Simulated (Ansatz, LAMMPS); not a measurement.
**Amorphous 50SiO2-50GeO2 (mol %) (96 atoms) under strain**

How stiff is amorphous 50SiO2-50GeO2 (mol %) (96 atoms), and how do its levels respond to strain?

Main program and level: Ansatz 0.2.0; Kohn-Sham DFT, PBE, PAW (set soft_2), plane waves.

## 1. Set-up

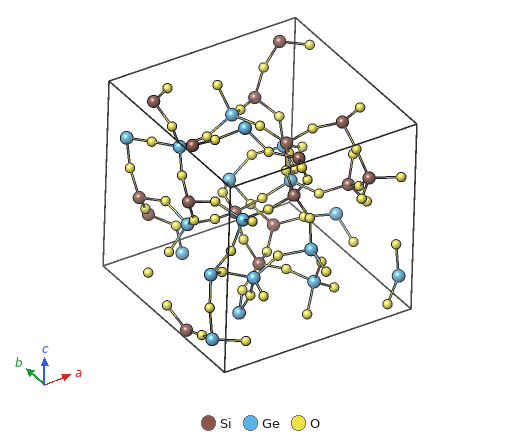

The starting structure, seen from a free direction (silicon brown, germanium blue, oxygen yellow). Bonds to atoms that aren't drawn are left out. Some periodic images of atoms are drawn too.

The cell holds 96 atoms: 16 Si, 16 Ge and 64 O. Cell: a = 11.415 Å, b = 11.415 Å, c = 11.415 Å, α = 90.0°, β = 90.0°, γ = 90.0°. 96 atoms (16 Si, 16 Ge, 64 O) placed at random at 2.94 g/cm³, melted at 5000 K for 10 ps at fixed volume with the Morse and Coulomb pair potential with partial charges (Pedone, Malavasi, Menziani, Cormack and Segre, J. Phys. Chem. B 110, 11780 (2006)). Quenched from 5000 K to 300 K at 50 K/ps and fixed volume, held 5 ps, then minimised at fixed cell.

What the set-up can't give: The quench rate of 50 K/ps is orders of magnitude faster than experiment, which tends to freeze in extra defects. The network of bonds at the start is that of the classical potential that made the cell, and needn't be the one that DFT or experiment would give. Sampling is at Γ alone.

## 2. Single point at the start

The forces at the start show how far the geometry lies from a minimum of this functional.

The input, input.yaml:

```yaml
crystal:
  lattice:
    - [11.4145, 0.0, 0.0]
    - [0.0, 11.4145, 0.0]
    - [0.0, 0.0, 11.4145]
  atoms:
    - { symbol: Si, position: [0.49962, 0.22648, 0.65695] }
    - { symbol: Si, position: [0.46747, 0.15052, 0.9124] }
    - { symbol: Si, position: [0.82518, 0.11087, 0.70457] }
    - { symbol: Si, position: [0.21719, 0.97138, 0.22053] }
    - { symbol: Si, position: [0.71258, 0.88121, 0.73457] }
    - { symbol: Si, position: [0.07932, 0.84512, 0.43162] }
    - { symbol: Si, position: [0.44667, 0.61621, 0.35808] }
    - { symbol: Si, position: [0.8068, 0.31227, 0.89741] }
    - { symbol: Si, position: [0.09478, 0.77724, 0.98578] }
    - { symbol: Si, position: [0.03797, 0.37127, 0.00115] }
    - { symbol: Si, position: [0.72309, 0.71407, 0.13801] }
    - { symbol: Si, position: [0.61276, 0.46768, 0.761] }
    - { symbol: Si, position: [0.07749, 0.4471, 0.63838] }
    - { symbol: Si, position: [0.86098, 0.32817, 0.53227] }
    - { symbol: Si, position: [0.85321, 0.90357, 0.97679] }
    - { symbol: Si, position: [0.52561, 0.52693, 0.10388] }
    - { symbol: Ge, position: [0.08159, 0.96483, 0.6852] }
    - { symbol: Ge, position: [0.68223, 0.52634, 0.50089] }
    - { symbol: Ge, position: [0.21124, 0.2047, 0.63538] }
    - { symbol: Ge, position: [0.06419, 0.22985, 0.37428] }
    - { symbol: Ge, position: [0.55755, 0.16108, 0.38108] }
    - { symbol: Ge, position: [0.64716, 0.26185, 0.11819] }
    - { symbol: Ge, position: [0.8103, 0.78068, 0.49645] }
    - { symbol: Ge, position: [0.30648, 0.24314, 0.26594] }
    - { symbol: Ge, position: [0.16566, 0.57935, 0.41016] }
    - { symbol: Ge, position: [0.57681, 0.86358, 0.34745] }
    - { symbol: Ge, position: [0.99736, 0.10349, 0.12002] }
    - { symbol: Ge, position: [0.1825, 0.68765, 0.76181] }
    - { symbol: Ge, position: [0.32083, 0.3724, 0.99748] }
    - { symbol: Ge, position: [0.48011, 0.71567, 0.81678] }
    - { symbol: Ge, position: [0.35689, 0.89572, 0.00617] }
    - { symbol: Ge, position: [0.98354, 0.59876, 0.17481] }
    - { symbol: O, position: [0.7768, 0.63738, 0.46684] }
    - { symbol: O, position: [0.78531, 0.80902, 0.05569] }
    - { symbol: O, position: [0.00207, 0.13851, 0.26908] }
    - { symbol: O, position: [0.17447, 0.39354, 0.97121] }
    - { symbol: O, position: [0.56277, 0.18762, 0.53349] }
    - { symbol: O, position: [0.58851, 0.40156, 0.12596] }
    - { symbol: O, position: [0.8361, 0.6385, 0.18665] }
    - { symbol: O, position: [0.93966, 0.41373, 0.61971] }
    - { symbol: O, position: [0.12503, 0.82601, 0.72931] }
    - { symbol: O, position: [0.7707, 0.28216, 0.03251] }
    - { symbol: O, position: [0.1185, 0.56681, 0.69838] }
    - { symbol: O, position: [0.83667, 0.20724, 0.6013] }
    - { symbol: O, position: [0.14111, 0.18824, 0.5] }
    - { symbol: O, position: [0.12779, 0.47225, 0.5066] }
    - { symbol: O, position: [0.64478, 0.20439, 0.25899] }
    - { symbol: O, position: [0.03093, 0.23624, 0.05502] }
    - { symbol: O, position: [0.06813, 0.57671, 0.29619] }
    - { symbol: O, position: [0.94707, 0.03352, 0.71232] }
    - { symbol: O, position: [0.94606, 0.30122, 0.42689] }
    - { symbol: O, position: [0.77338, 0.90732, 0.8613] }
    - { symbol: O, position: [0.2639, 0.0966, 0.26594] }
    - { symbol: O, position: [0.13733, 0.71993, 0.46476] }
    - { symbol: O, position: [0.41491, 0.4907, 0.01911] }
    - { symbol: O, position: [0.12633, 0.67016, 0.90118] }
    - { symbol: O, position: [0.7984, 0.80652, 0.64648] }
    - { symbol: O, position: [0.33614, 0.69794, 0.75911] }
    - { symbol: O, position: [0.14899, 0.89578, 0.31825] }
    - { symbol: O, position: [0.8071, 0.19364, 0.81898] }
    - { symbol: O, position: [0.56176, 0.18305, 0.016] }
    - { symbol: O, position: [0.68882, 0.8544, 0.44837] }
    - { symbol: O, position: [0.54135, 0.01071, 0.35276] }
    - { symbol: O, position: [0.54019, 0.35759, 0.70057] }
    - { symbol: O, position: [0.58868, 0.8098, 0.75297] }
    - { symbol: O, position: [0.17806, 0.07836, 0.71069] }
    - { symbol: O, position: [0.98146, 0.85092, 0.94474] }
    - { symbol: O, position: [0.32986, 0.30002, 0.13093] }
    - { symbol: O, position: [0.17644, 0.30521, 0.30695] }
    - { symbol: O, position: [0.40357, 0.02974, 0.95109] }
    - { symbol: O, position: [0.64876, 0.79259, 0.23101] }
    - { symbol: O, position: [0.31474, 0.58006, 0.38747] }
    - { symbol: O, position: [0.11774, 0.00974, 0.12377] }
    - { symbol: O, position: [0.38046, 0.26446, 0.91] }
    - { symbol: O, position: [0.14338, 0.33087, 0.68478] }
    - { symbol: O, position: [0.67048, 0.52994, 0.65023] }
    - { symbol: O, position: [0.99687, 0.47288, 0.09119] }
    - { symbol: O, position: [0.47143, 0.75683, 0.37499] }
    [... 12 atom lines left out ...]
    - { symbol: O, position: [0.70762, 0.40205, 0.84518] }
    - { symbol: O, position: [0.4321, 0.24009, 0.34455] }
    - { symbol: O, position: [0.47078, 0.57715, 0.22432] }
    - { symbol: O, position: [0.93782, 0.81925, 0.42627] }
    - { symbol: O, position: [0.53898, 0.57493, 0.81771] }
    - { symbol: O, position: [0.63033, 0.62243, 0.07726] }
kpoints:
  mp_grid: { grid: [1, 1, 1] }
hamiltonian:
  xc: pbe
scf:
  occupations: { method: fixed }
output:
  forces: true
```

Command:

```
$ ansatz run input.yaml --threads 4 --pin off --max-ram 8192MiB --backend cpu --events-out ev --progress --plain --runs-dir out
```

Numbers of over 12 decimals in the logs are rounded to 6 here.

The log of the run:

```text
[...]
Pseudopotentials: kind: paw
Pseudopotential: Si, paw, valence charge 4, recommended cutoff 420 eV (normal), Si.paw.azcp
Pseudopotential: Ge, paw, valence charge 14, recommended cutoff 420 eV (normal), Ge.paw.azcp
Pseudopotential: O, paw, valence charge 6, recommended cutoff 420 eV (normal), O.paw.azcp
[... 5 lines on functional and potentials left out ...]
Crystal: 96 atoms, lattice volume = 1487.204 Å³
Basis set: ecut = 420 eV, 28991 PW (Γ), exchange–correlation on 160×160×160 points (8 copies of the dense FFT grid, shifted against one another)
Bands: 432, of which v1, the nominal top of the filled ones, is band 336 counted from 1 (335 counted from 0)
Symmetry: 1 space group operations
Space group: P1 (ITA 1), of the structure as read, at distance tolerance 1.1e-4 Å
k-points: 1
[... 7 lines on functional and potentials left out ...]
Initial density: superposition of atomic densities (neutral atoms: chi_scale 0, normalization atom), corrected by the library's trained network
Initial wavefunctions: pseudopotential atomic-orbital guess
[...]
SCF iter   1: F=—  HF=-115244.822360 eV  |F-HF|=—  |Δ(HF+E_count)|=         —  Δρ=2.52e-3  dr2=1.12e-1  ethr=1.77e-3  ⟨swp⟩=4.0  Hψ=1454  notcnv=0  defer=94
preconditioner: auto → Resta (q_TF=auto, 2.390 Å⁻¹)  ε∞=2.7  [insulator: Δε(μ)=2.831 eV  Ē_g=19.382 eV  n_scr=340 (ndim 8)  ℏωp=25.0 eV  f_vac=0.264  ε∞_Penn≈2.7]
[...]
SCF iter   8: F=—  HF=-115244.813619 eV  |F-HF|=—  |Δ(HF+E_count)|=   1.91e-7  Δρ=4.23e-6  dr2=2.62e-7  ethr=2.50e-10  ⟨swp⟩=2.0  Hψ=678  notcnv=0  defer=90
SCF iter   9: F=-115244.813619 eV  HF=-115244.813619 eV  |F-HF|=2.33e-8  |Δ(HF+E_count)|=   5.76e-8  Δρ=1.69e-6  dr2=3.97e-8  ethr=1.49e-11  ⟨swp⟩=4.0  Hψ=1300  notcnv=0
SCF 1 converged in 9 iterations: F = -115244.813619 eV  dr2 = 3.97e-8
[...]
SCF converged after 9 iterations
Free energy (F): -115244.813619 eV
Harris-Foulkes:  -115244.813619 eV  (|F-HF|=2.33e-8)
Internal energy: -115244.813619 eV  (E = F + TS)
E sigma→0 (E₀):  -115244.813619 eV
Fermi energy:    2.126498 eV
--- Per-component energies (eV) ---
[...]
Σ components = -115244.813619   (vs F -115244.813619, Δ=0.00e0)
--- Forces (eV/Å), atoms counted from 1 ---
  atom   1  Si    -0.61681443     0.75541357     1.08045023
  atom   2  Si     0.32479933     1.05757756     1.02892877
  atom   3  Si     1.27208687     0.01906705     0.21369651
  atom   4  Si    -0.87703225     1.77263503    -0.78600559
[...]
atom  96  O     -0.11373927    -0.03135066    -1.01898114
  max |Σ_I F_I| component: 1.82e-5 eV/Å
```

Wall time 16 s (4 threads of Arm Neoverse V1, shared host); peak memory 1.9 GiB.

Reading the cycles: dr2 is the Hartree energy of the density residual (eV), the measure of convergence; HF is the Harris–Foulkes estimate of the energy, which meets the free energy F at convergence.

The r.m.s. force at the start is 0.75 eV/Å.

## 3. Cell and atoms relaxed

Cell and atoms are freed together, to release stress as well as forces.

The input, input.yaml:

```yaml
crystal:
  lattice:
    - [11.4145, 0.0, 0.0]
    - [0.0, 11.4145, 0.0]
    - [0.0, 0.0, 11.4145]
  atoms:
    [... the 96 atom lines of step 2 ...]
kpoints:
  mp_grid: { grid: [1, 1, 1] }
hamiltonian:
  xc: pbe
scf:
  occupations: { method: fixed }
output:
  forces: true
relax:
  f_tol: 0.05
  max_steps: 150
  cell: {}
```

The log of the run:

```text
[...]
Crystal: 96 atoms, lattice volume = 1487.204 Å³
Basis set: ecut = 420 eV, 28991 PW (Γ), exchange–correlation on 160×160×160 points (8 copies of the dense FFT grid, shifted against one another)
Bands: 432, of which v1, the nominal top of the filled ones, is band 336 counted from 1 (335 counted from 0)
Symmetry: 1 space group operations
[...]
k-points: 1
[...]
SCF iter   1: F=—  HF=-115244.822362 eV  |F-HF|=—  |Δ(HF+E_count)|=         —  Δρ=2.52e-3  dr2=1.12e-1  ethr=1.77e-3  ⟨swp⟩=4.0  Hψ=1454  notcnv=0  defer=94
[...]
SCF iter   8: F=—  HF=-115244.813619 eV  |F-HF|=—  |Δ(HF+E_count)|=   1.90e-7  Δρ=4.23e-6  dr2=2.62e-7  ethr=2.50e-10  ⟨swp⟩=2.0  Hψ=678  notcnv=0  defer=90
SCF iter   9: F=-115244.813619 eV  HF=-115244.813619 eV  |F-HF|=2.34e-8  |Δ(HF+E_count)|=   5.77e-8  Δρ=1.70e-6  dr2=3.98e-8  ethr=1.49e-11  ⟨swp⟩=4.0  Hψ=1300  notcnv=0
SCF 1 converged in 9 iterations: F = -115244.813619 eV  dr2 = 3.98e-8
[...]
relax step   1: F+E_penalty+E_count = -115244.81361892 eV  Δ(F+E_penalty+E_count) = +0.000e0 eV  max|allowed force component| = 2.416e0 eV/Å  Δτ_max = 0.0000 Å  P = +2.503 GPa  Ω = 1487.204 Å³  (9 SCF iters, dr2 threshold 1.00e-7 eV, accepted)
[... from here on, the SCF cycles and remarks between the steps are left out ...]
relax step   2: F+E_penalty+E_count = -115247.93941283 eV  Δ(F+E_penalty+E_count) = -3.126e0 eV  max|allowed force component| = 1.412e0 eV/Å  Δτ_max = 0.1092 Å  P = +1.336 GPa  Ω = 1483.180 Å³  energy of the carried Pulay correction = +1.346e-2 eV  (8 SCF iters, dr2 threshold 9.60e-6 eV, accepted)
relax step   3: F+E_penalty+E_count = -115251.07057229 eV  Δ(F+E_penalty+E_count) = -3.131e0 eV  max|allowed force component| = 5.905e-1 eV/Å  Δτ_max = 0.1949 Å  P = -0.295 GPa  Ω = 1450.640 Å³  energy of the carried Pulay correction = +1.236e-1 eV  (8 SCF iters, dr2 threshold 9.60e-6 eV, accepted)
relax step   4: F+E_penalty+E_count = -115251.69185904 eV  Δ(F+E_penalty+E_count) = -6.213e-1 eV  max|allowed force component| = 2.514e-1 eV/Å  Δτ_max = 0.2000 Å  P = -0.120 GPa  Ω = 1435.104 Å³  energy of the carried Pulay correction = +1.771e-1 eV  (8 SCF iters, dr2 threshold 9.60e-6 eV, accepted)
relax step   5: F+E_penalty+E_count = -115251.96277278 eV  Δ(F+E_penalty+E_count) = -2.709e-1 eV  max|allowed force component| = 1.532e-1 eV/Å  Δτ_max = 0.2000 Å  P = -0.055 GPa  Ω = 1426.567 Å³  energy of the carried Pulay correction = +2.067e-1 eV  (8 SCF iters, dr2 threshold 3.95e-6 eV, accepted)
relax step   6: F+E_penalty+E_count = -115252.12021153 eV  Δ(F+E_penalty+E_count) = -1.574e-1 eV  max|allowed force component| = 1.378e-1 eV/Å  Δτ_max = 0.2000 Å  P = +0.007 GPa  Ω = 1417.841 Å³  energy of the carried Pulay correction = +2.371e-1 eV  (8 SCF iters, dr2 threshold 1.47e-6 eV, accepted)
relax step   7: F+E_penalty+E_count = -115252.21899473 eV  Δ(F+E_penalty+E_count) = -9.878e-2 eV  max|allowed force component| = 2.210e-1 eV/Å  Δτ_max = 0.2000 Å  P = +0.004 GPa  Ω = 1412.490 Å³  energy of the carried Pulay correction = +2.559e-1 eV  (8 SCF iters, dr2 threshold 1.19e-6 eV, accepted)
relax step   8: F+E_penalty+E_count = -115252.28161653 eV  Δ(F+E_penalty+E_count) = -6.262e-2 eV  max|allowed force component| = 2.937e-1 eV/Å  Δτ_max = 0.1952 Å  P = -0.222 GPa  Ω = 1407.580 Å³  energy of the carried Pulay correction = +2.732e-1 eV  (8 SCF iters, dr2 threshold 3.05e-6 eV, accepted)
relax step   9: F+E_penalty+E_count = -115252.36731612 eV  Δ(F+E_penalty+E_count) = -8.570e-2 eV  max|allowed force component| = 5.820e-2 eV/Å  Δτ_max = 0.2000 Å  P = -0.040 GPa  Ω = 1405.319 Å³  energy of the carried Pulay correction = +2.812e-1 eV  (8 SCF iters, dr2 threshold 5.39e-6 eV, accepted)
relax step  10: F+E_penalty+E_count = -115252.37709807 eV  Δ(F+E_penalty+E_count) = -9.782e-3 eV  max|allowed force component| = 2.088e-2 eV/Å  Δτ_max = 0.0721 Å  P = -0.000 GPa  Ω = 1404.442 Å³  energy of the carried Pulay correction = +2.843e-1 eV  (8 SCF iters, dr2 threshold 2.12e-7 eV, accepted)
relax step  11: F+E_penalty+E_count = -115252.22708373 eV  Δ(F+E_penalty+E_count) = +1.500e-1 eV  max|allowed force component| = 2.070e-2 eV/Å  Δτ_max = 0.0000 Å  P = -0.238 GPa  Ω = 1404.442 Å³  stress off target by 3.67e-1 GPa  SCF on the basis re-selected at this cell (its energy is not comparable with the rows above)  (8 SCF iters)
relax step  12: F+E_penalty+E_count = -115252.25897128 eV  Δ(F+E_penalty+E_count) = -3.189e-2 eV  max|allowed force component| = 3.587e-2 eV/Å  Δτ_max = 0.0382 Å  P = +0.041 GPa  Ω = 1397.222 Å³  energy of the carried Pulay correction = +2.361e-2 eV  (8 SCF iters, dr2 threshold 3.36e-7 eV, accepted)
relax step  13: F+E_penalty+E_count = -115252.25810856 eV  Δ(F+E_penalty+E_count) = +8.627e-4 eV  max|allowed force component| = 9.578e-3 eV/Å  Δτ_max = 0.0191 Å  P = -0.004 GPa  Ω = 1397.880 Å³  energy of the carried Pulay correction = +2.152e-2 eV  (8 SCF iters, dr2 threshold 1.99e-8 eV, accepted)
relax step  14: F+E_penalty+E_count = -115252.23831533 eV  Δ(F+E_penalty+E_count) = +1.979e-2 eV  max|allowed force component| = 9.747e-3 eV/Å  Δτ_max = 0.0000 Å  P = -0.022 GPa  Ω = 1397.880 Å³  stress off target by 4.19e-2 GPa  SCF on the basis re-selected at this cell (its energy is not comparable with the rows above)  (5 SCF iters)
[...]
SCF converged after 5 iterations
Free energy (F): -115252.238315 eV
[...]
Internal energy: -115252.238315 eV  (E = F + TS)
E sigma→0 (E₀):  -115252.238315 eV
Fermi energy:    2.399089 eV
[...]
Σ components = -115252.238315   (vs F -115252.238315, Δ=0.00e0)
--- Forces (eV/Å), atoms counted from 1 ---
  atom   1  Si    -0.00104072     0.00080204     0.00121384
  atom   2  Si     0.00411902     0.00605415    -0.00434296
  atom   3  Si     0.00022899     0.00428651     0.00069301
  atom   4  Si    -0.00248410     0.00531966     0.00574896
[...]
atom  96  O     -0.00030581     0.00271506     0.00030708
  max |Σ_I F_I| component: 3.99e-5 eV/Å
--- Stress (GPa, compression-positive) ---
       -0.036726      -0.000835      -0.010037
       -0.000835      -0.031420      -0.014109
       -0.010035      -0.014108       0.001485
  P = ⅓ Tr σ = -0.0222 GPa (-0.222 kbar)
--- Relaxed structure (12 steps of the walk, 12 accepted, 2 SCFs on fresh bases) ---
  F+E_penalty+E_count = -115252.23831533 eV   max|allowed force component| = 9.747e-3 eV/Å   (the final SCF, on the basis selected at the relaxed cell)
  cell:  # Å, volume = 1397.8797 Å³
    - [10.978863, -0.155945, -0.097103]
    - [-0.155945, 11.075800, -0.146137]
    - [-0.097103, -0.146137, 11.500874]
  atoms:
    - { symbol: Si, position: [0.495386, 0.235344, 0.640416] }
    - { symbol: Si, position: [0.454688, 0.154626, 0.894041] }
    - { symbol: Si, position: [0.827636, 0.118605, 0.685928] }
    - { symbol: Si, position: [0.223151, 0.962649, 0.221591] }
[...]
- { symbol: O, position: [0.624705, 0.606609, 0.075564] }
```

Wall time 3.8 min (4 threads); peak memory 1.9 GiB; 15 min of CPU time.

The relaxation converged after 12 steps, with a largest force component of 0.0097 eV/Å.

[end of part 1 of 3]

[Logs are printed without paths, hosts, clocks, repeated set-up lines and the standing remarks that a program may print on its own settings, such as how far it seeks lower states.]

[Hosts, paths, dates, database ids (printed as entryN), source tags and the programs' standing remarks are cut or masked in the printed files.]
